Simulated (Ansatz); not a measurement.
# ρ(T) of KCo2As2 (I4/mmm) in two numbers

Wanted: a compact model of ρ(T) for KCo2As2 (I4/mmm) and a check of it.

The resistivities were computed with Ansatz 0.2.0 (DFT PBEsol, scalar-relativistic, plane waves, PAW) from the linearised Boltzmann equation with harmonic phonons, on q 4×4×4, k 12×12×12, scattering 20×20×20; the fit below is done by hand on them.

### Step 1. What is given

The structure is tetragonal, space group I4/mmm (No. 139). The conventional cell has a = 3.714 Å, b = 3.714 Å, c = 13.488 Å, α = 90.00°, β = 90.00°, γ = 90.00°. K on site a has 8 As at 3.33 Å and 4 K at 3.71 Å as nearest neighbours. Co on site d has 4 As at 2.28 Å as nearest neighbours. As on site e has 4 Co at 2.28 Å and 4 K at 3.33 Å as nearest neighbours.

This is the relaxed cell of the run, from steps not shown here.

The mean resistivity of the three axes from 50 to 800 K, with one row held back; the colder rows stay outside the fit and test it at the end:

| T (K) | ρ (μΩ cm) |
| --- | --- |
| 50 | 1.976 |
| 80 | 5.921 |
| 100 | 8.904 |
| 150 | 16.53 |
| 200 | 24.01 |
| 273 | ? |
| 300 | 38.62 |
| 400 | 53.11 |
| 500 | 67.83 |
| 600 | 82.90 |
| 800 | 114.4 |

### Step 2. Model and fit

Bloch and Grüneisen's form is ρ(T) = A (T/Θ)⁵ J₅(Θ/T), with J₅(z) the integral of x⁵/((eˣ − 1)(1 − e⁻ˣ)) from 0 to z. It goes as T⁵ far below Θ and as A T/(4Θ) far above. For a trial Θ the best A is the geometric mean of ρ/[(T/Θ)⁵ J₅] over the rows, and the scatter of that ratio measures the fit:

| Θ (K) | A (μΩ cm) | scatter (%) |
| --- | --- | --- |
| 160 | 74.08 | 22.9 |
| 214 | 106.5 | 12.6 |
| 242 | 125.7 | 7.0 |
| 268 | 145.3 | 3.5 |
| 294 | 166.7 | 6.9 |
| 336 | 205.6 | 16.5 |
| 402 | 279.5 | 32.4 |

The scatter is least at Θ = 268 K, with A = 145.3 μΩ cm (3.5 % r.m.s.).

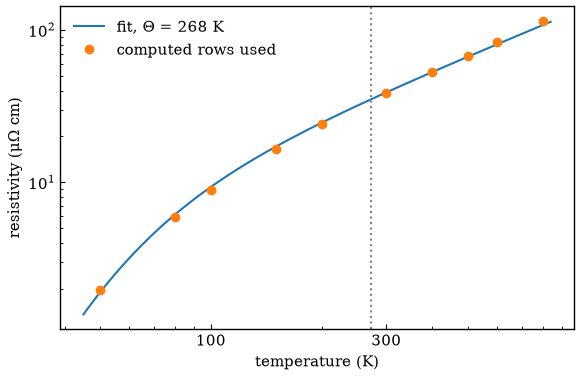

The fit through the rows used; the dotted line marks the temperature held back.

### Step 3. The row held back

At T = 273 K, Θ/T = 0.982, J₅ = 0.2202 and (T/Θ)⁵ = 1.097, so the fit gives 35.08 μΩ cm. The computed value is 34.7 μΩ cm: the fit is off by +1.09 %. Outside its range, at 20 K, it gives 0.0415 against 0.0694 μΩ cm computed, 0.60 times that; at that temperature the run's own test moves by 10 % between meshes in the component that moves most. Among the rows used, the largest miss is -5.9 %, at 800 K.

### Step 4. What the two numbers mean

Θ = 268 K is 1.40 times ħω_log/k_B (191 K) and 0.56 of the highest phonon frequency (478 K). The high-temperature slope of the fit, A/(4Θ), is 0.135 μΩ cm/K. The same slope from the run's transport coupling and plasma energy, 2π k_B λ_tr/(ħ ε₀ ω_p²) with λ_tr = 0.212, 0.212, 0.232 (xx, yy, zz) and ħω_p = 3.65, 3.65, 1.84 (xx, yy, zz) eV, is 0.135 μΩ cm/K in the mean of the axes, -0.6 % from it. For comparison, the computed rows rise by 0.158 μΩ cm/K between the two hottest.

### Step 5. What came out

- Θ: 268 K
- A: 145.3 μΩ cm
- scatter of the fit: 3.5 %
- held-back row at 273 K, fit against computed: 35.08 against 34.7 μΩ cm

Two numbers, Θ = 268 K and A = 145 μΩ cm, hold the computed ρ(T) from 50 to 800 K within 3.46 % r.m.s. and predict the held-back row within 1.09 %. At 20 K, outside the rows fitted, it gives 0.60 times the computed value. The misses are not random: the largest is -5.9 %, at 800 K. By the run's own test the resistivity at 300 K moves by 5 % between its two finest scattering meshes, in the component that moves most. The mean hides an anisotropy: at 300 K the components are 17.7, 17.7, 80.5 (xx, yy, zz) μΩ cm. The relaxed volume lies -2.5 % from the database entry, whose temperature is not recorded here; volume shifts the phonons and ρ. The fit describes the calculation: impurities, thermal expansion, changes of phase and anharmonicity are in neither.

[Hosts, paths, dates, database ids (printed as entryN), source tags and the programs' standing remarks are cut or masked in the printed files.]
